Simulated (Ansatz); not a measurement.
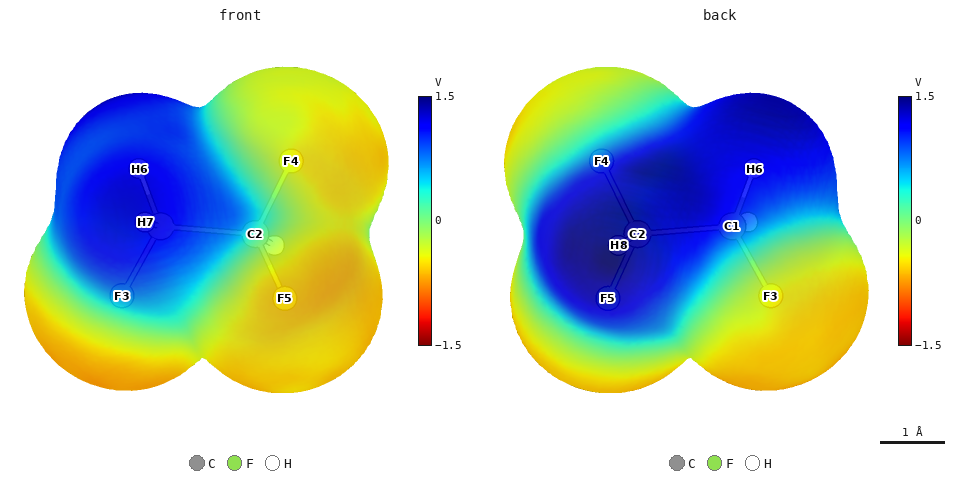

Figure 1: C2H3F3 (SMILES FCC(F)F). The electrostatic potential painted on the density surface at 0.002 e/bohr³, seen from the front and from behind; red is negative and blue positive.

Geometry: B3LYP-D3(BJ)/def2-SVP.

Theory: Ansatz 0.2.0, isolated molecule in a Gaussian basis; Kohn-Sham density functional theory, functional PBE0.

```yaml
atoms:
  - { symbol: C, position_ang: [-2.1490, -0.8690, -1.9074] }
  - { symbol: C, position_ang: [-0.7400, -1.2519, -1.5022] }
  - { symbol: F, position_ang: [-3.0515, -1.5690, -1.1470] }
  - { symbol: F, position_ang: [0.1279, -0.6463, -2.3556] }
  - { symbol: F, position_ang: [-0.4781, -0.8156, -0.2470] }
  - { symbol: H, position_ang: [-2.2955, -1.1061, -2.9745] }
  - { symbol: H, position_ang: [-2.2822, 0.2149, -1.7500] }
  - { symbol: H, position_ang: [-0.5758, -2.3440, -1.5337] }
```

> Which sites attract a positive test charge, and which a negative one?

A positive charge is drawn to the negative regions and a negative charge to the positive ones. The most negative region (about −0.7 V, or −16 kcal/mol for a unit charge) lies over F3, the most positive (about +1.5 V, or +35 kcal/mol for a unit charge) over C2, H6 and H8.
